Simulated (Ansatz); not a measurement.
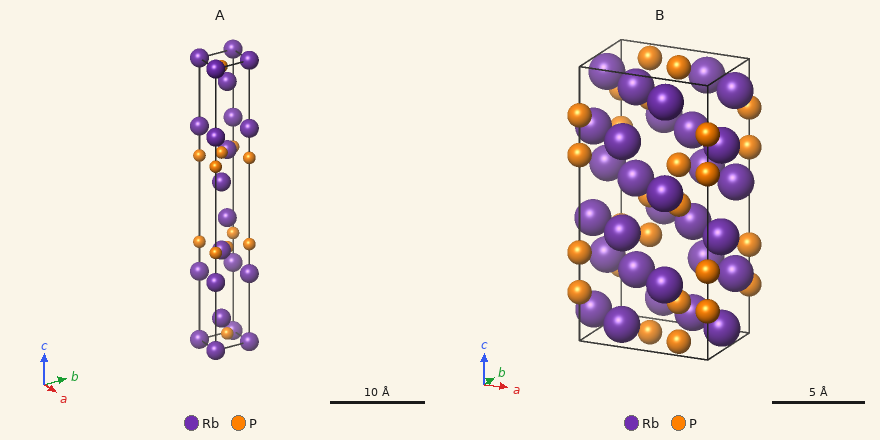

Two structures of Rb3P2, each relaxed to rest (conventional cells in solid outline, small ones repeated, not to one scale). Method: Ansatz, DFT PBE, scalar-relativistic, plane waves, PAW, without spin polarisation.

Give the type and space group of each.

Answer. A: 15 atoms a cell on a rhombohedral (trigonal R) lattice, R-3m. B: 30 atoms a cell on a rhombohedral (trigonal R) lattice, R-3c.

What is the energy order of the two?

Answer. B is lower, by 439 meV/atom at this level of theory (energies at zero smearing). Volumes: A 52.1, B 40.8 Å³/atom.

One or both may be structure types tried for this composition rather than known phases.
